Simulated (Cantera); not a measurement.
Input: 1 mol CH3F, 1.3 mol HCl, 0.14 mol H2, at 10.0 Torr.

These are equilibrium values from Cantera (NASA tables, ideal gas, pure condensed phases), not measurements of a reactor. Candidate condensed phases: C, C6H6, C7H8, C8H18; 118 gas species. Equilibrium is a limit: real reactors are often held back by kinetics, nucleation or transport.

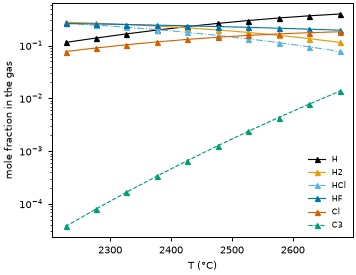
Figure: Equilibrium gas composition (values under 1e-9 drawn at 1e-9)

Task: Read off the mole fractions at 2577 °C.

Result: H about 0.33, HF about 0.21, Cl about 0.17, H2 about 0.16, HCl about 0.11, C3 about 0.0043.
